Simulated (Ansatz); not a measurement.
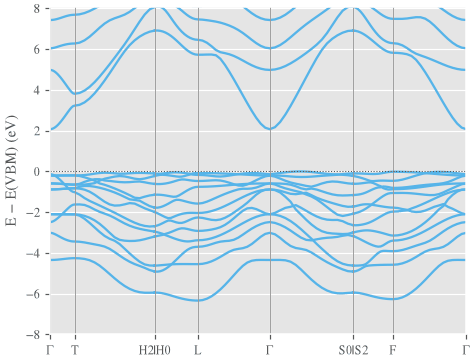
Fig. 1. Band structure from plane-wave PAW PBEsol (Ansatz code)

Problem. Read off the gap and where the band edges lie.

Solution. About 2.1 eV (2.07 eV by a search for the band edges); maximum on the Γ–S0 line, 36 % of the way from Γ, minimum at Γ.

The material is MgInGaO$_{4}$ in space group R3m (No. 160; Pearson symbol hR7).

A made-up cell: these elements were put on the sites of a structure type; neither database checked (COD, Materials Project) lists it. Whether it is the stable phase at ambient conditions was not checked. The cell was relaxed with PBEsol under the symmetry of its start; its stability against distortions is not shown here. Scalar-relativistic: spin–orbit coupling is off unless named, which matters more the heavier the elements.

Potentials: the earlier of the program's two PAW sets. The files were generated under PBE; for other functionals the program regenerates the frozen cores, and for LDA and PBEsol the local potential too.
